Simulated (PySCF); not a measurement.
C$_{6}$H$_{11}$N$_{3}$ (SMILES CC(C)(C)c1cn[nH]n1)

```xyz
20

C    -1.6672   -0.5780    0.5668
C    -0.5499    0.3076    0.0030
C    -0.4093    1.5697    0.8643
C    -0.8758    0.7000   -1.4381
C     0.7516   -0.4539    0.0445
C     1.6959   -0.7235   -0.9701
N     2.6974   -1.4240   -0.4461
N     2.3483   -1.5531    0.8101
N     1.2107   -1.0041    1.1686
H    -1.7927   -1.4887   -0.0393
H    -1.4345   -0.8862    1.5963
H    -2.6245   -0.0335    0.5714
H    -1.3528    2.1384    0.8725
H    -0.1533    1.3038    1.9003
H     0.3846    2.2264    0.4761
H    -0.9643   -0.1858   -2.0864
H    -1.8328    1.2421   -1.4769
H    -0.1022    1.3598   -1.8617
H     1.6898   -0.4555   -2.0236
H     2.9269   -2.0563    1.4724
```

Geometry: PBE0-D3(BJ)/def2-SVP.

The calculation used PySCF 2.14.0, PBE0/def2-SVPD, SCF density, gas phase.

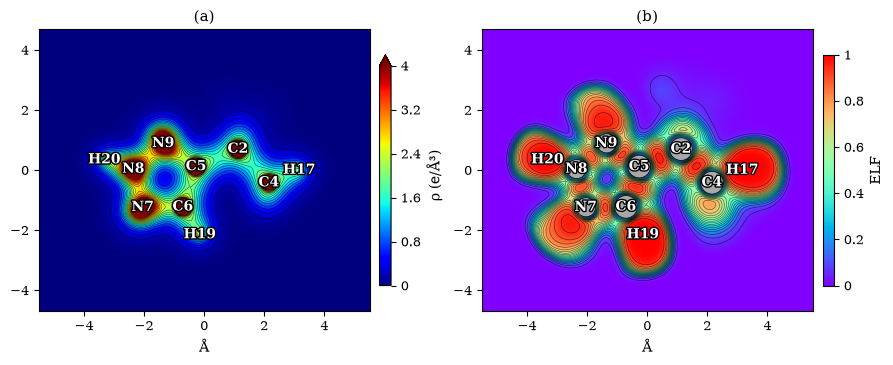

Figure 1. (a) electron density; (b) electron localisation function on the plane of atoms N9, N8 and H20. Grey discs cover the atomic cores in the ELF map.

### Read the bonding off the picture.

The plane passes through C, N and H nuclei. N–N (1.31 Å): the density is about 2.7 e/Å³ at the midpoint; the ELF peaks at about 0.90 between the atoms; a covalent bond. C–N (1.33 Å): the density is about 2.5 e/Å³ at the midpoint; the ELF peaks at about 0.90 between the atoms: a covalent bond. C–C (1.41 Å): the density is about 2 e/Å³ at the midpoint; the ELF peaks at about 0.95 between the atoms; localised, covalent bonding. N–H (1.01 Å): the density is about 3 e/Å³ at the midpoint; the ELF climbs to about 1 towards the hydrogen, as it does in any bond to H (a covalent bond by its length). C–C (1.51 Å): ρ is about 1.7 e/Å³ halfway; the ELF peaks at about 0.95 between the atoms, as expected for a shared electron pair. The ELF also peaks beside N7 and N9, away from the bonds: lone-pair regions.

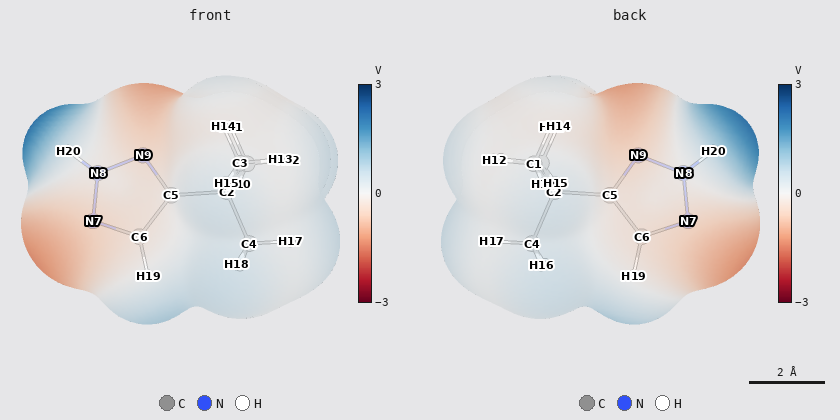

Figure 2. The molecular electrostatic potential painted on the density surface at 0.001 e/bohr³, seen from the front and from behind; the colour scale runs from red (negative) to blue (positive).

### Describe the electrostatic potential map.

The most negative region (about −1.3 V, or −30 kcal/mol for a unit charge) lies over N7, the most positive (about +2.0 V, or +46 kcal/mol for a unit charge) over H20. N7 is the likeliest acceptor of a hydrogen bond.

### How polar is the molecule by this calculation?

Its dipole moment is 0.53 D.
